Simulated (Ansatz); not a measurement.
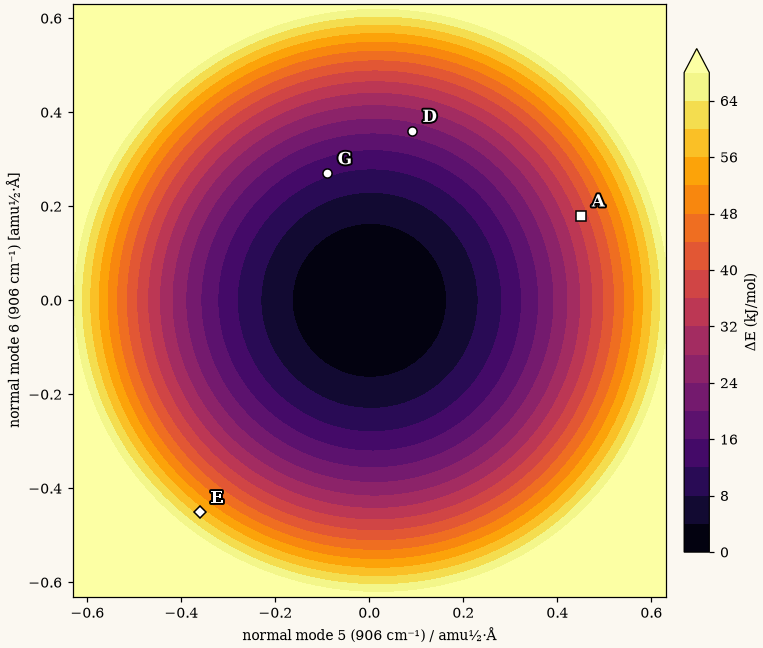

CH3SSe, SMILES CS[Se-], charge −1. Coordinates scanned: (1) normal mode 5 (906 cm⁻¹); (2) normal mode 6 (906 cm⁻¹). Nothing is relaxed (straight displacements along the two mass-weighted modes). The scan uses a 15 × 15 grid. Energies: kJ/mol, counted from the lowest grid point. These are results of RKS PBE-D4/def2-SVPD (Ansatz), not measurements.

In the figure: filled contours, one colour for all values above the top of the scale, lettered points. Between grid points the surface is interpolated.

Is A the lowest point of the computed grid?

Answer. No. A lies 37 kJ/mol above the lowest grid point, which is at normal mode 5 (906 cm⁻¹) = 0.00 amu½·Å, normal mode 6 (906 cm⁻¹) = 0.00 amu½·Å.

What kind of point is each of A, D, E, G: minimum, saddle, maximum or slope?

Answer. A: on a slope; D: on a slope; E: on a slope; G: on a slope. (In these two coordinates alone; a stationary point may lie a little off the grid point.)

Rank the lettered points by energy, lowest first.

Answer. G (13 kJ/mol), D (22 kJ/mol), A (37 kJ/mol), E (58 kJ/mol).
